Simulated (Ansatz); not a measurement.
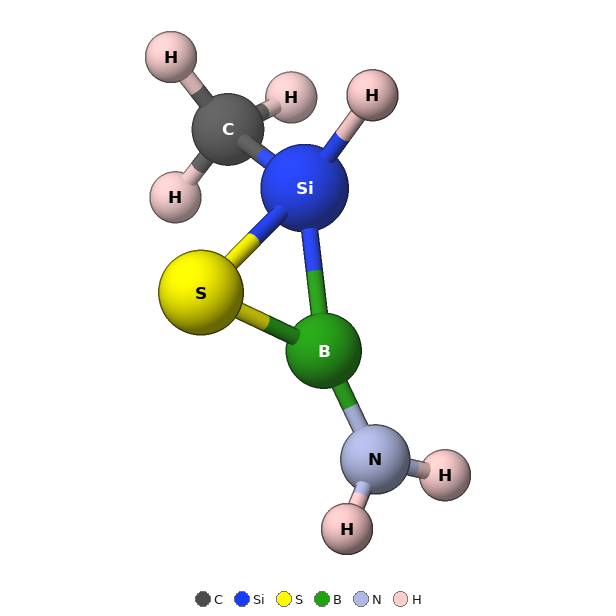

Computed geometry: PBE0-D4/def2-TZVP optimisation.

Identify the structure.

The molecule is CH6BNSSi. As SMILES it reads `C[Si@H]1SB1N`. Independent rings (smallest set): 1 of 3 members. Among its groups: Si–H bond. The point group is C1. Coordination, clear cases only: 1 C tetrahedral; 1 N trigonal planar.

More results for the same structure follow; atom numbers are the same in all pictures, views and colours differ.

Dipole moment

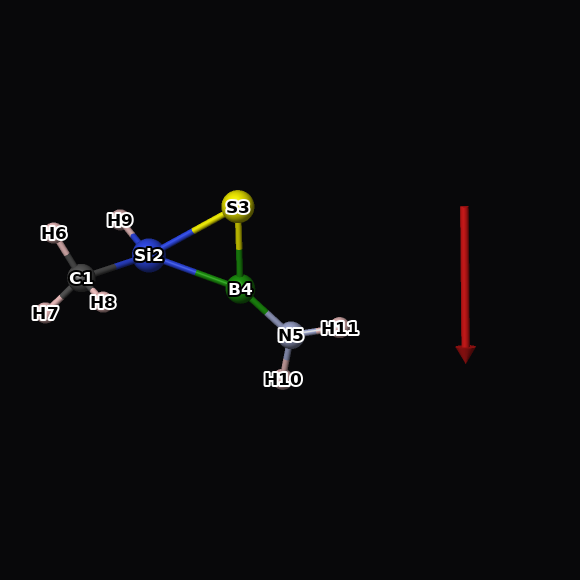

The arrow beside the molecule shows the direction of the dipole moment, from the negative to the positive end (its length means nothing). Properties computed with RKS PBE0-D4/def2-TZVP (Ansatz 0.2.0).

Estimate the dipole moment.

2.44 D; it points from the side of S3 to the side of H10 (the outermost atoms at the two ends).

Thermal motion

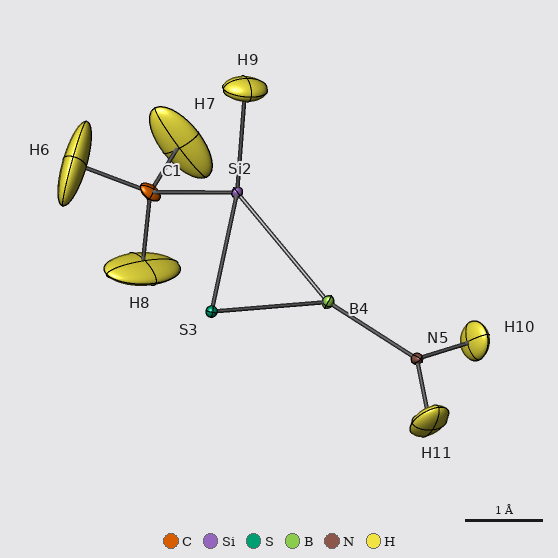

Displacement ellipsoids at the 50 % level, from the internal vibrations of the free molecule (harmonic, no overall translation or rotation; no half-axis is drawn under 0.075 Å). Vibrations computed with RKS PBE0-D4/def2-TZVP (Ansatz 0.2.0). Temperature: 298 K.

List U_eq and the three principal root-mean-square amplitudes for each kind of atom.

```json
{"atom": "C1", "U_eq (Å²)": "0.0061", "rms amplitudes (Å)": "0.037, 0.078, 0.104"}
{"atom": "Si2", "U_eq (Å²)": "0.0021", "rms amplitudes (Å)": "0.030, 0.049, 0.055"}
{"atom": "S3", "U_eq (Å²)": "0.0014", "rms amplitudes (Å)": "0.023, 0.035, 0.049"}
{"atom": "B4", "U_eq (Å²)": "0.0032", "rms amplitudes (Å)": "0.043, 0.055, 0.069"}
{"atom": "N5", "U_eq (Å²)": "0.0038", "rms amplitudes (Å)": "0.039, 0.048, 0.087"}
{"atom": "H6", "U_eq (Å²)": "0.0666", "rms amplitudes (Å)": "0.101, 0.208, 0.382"}
{"atom": "H7", "U_eq (Å²)": "0.0646", "rms amplitudes (Å)": "0.096, 0.182, 0.389"}
{"atom": "H8", "U_eq (Å²)": "0.0654", "rms amplitudes (Å)": "0.086, 0.211, 0.380"}
{"atom": "H9", "U_eq (Å²)": "0.0238", "rms amplitudes (Å)": "0.099, 0.151, 0.197"}
{"atom": "H10", "U_eq (Å²)": "0.0259", "rms amplitudes (Å)": "0.078, 0.166, 0.210"}
{"atom": "H11", "U_eq (Å²)": "0.0286", "rms amplitudes (Å)": "0.085, 0.162, 0.229"}
```

Charges

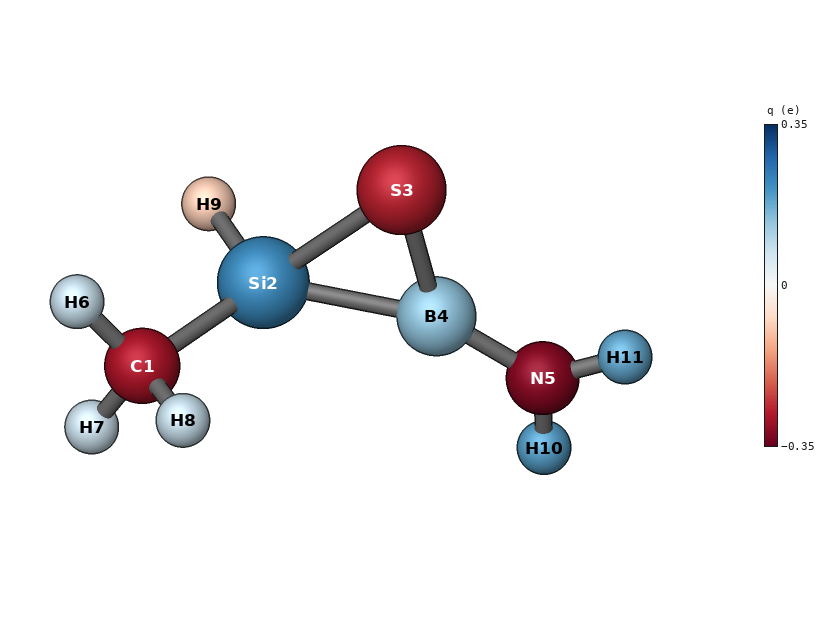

Atoms are coloured by their Mulliken charges. Properties computed with RKS r2SCAN-D4/def2-TZVPP (Ansatz 0.2.0).

List the Mulliken charges.

```
atom  value (e)
  C1      −0.28
 Si2       0.22
  S3      −0.27
  B4       0.14
  N5      −0.32
  H6       0.08
  H7       0.07
  H8       0.08
  H9      −0.09
 H10       0.19
 H11       0.18
```

Mulliken values depend strongly on the basis set and can even reverse the polarity of a bond.
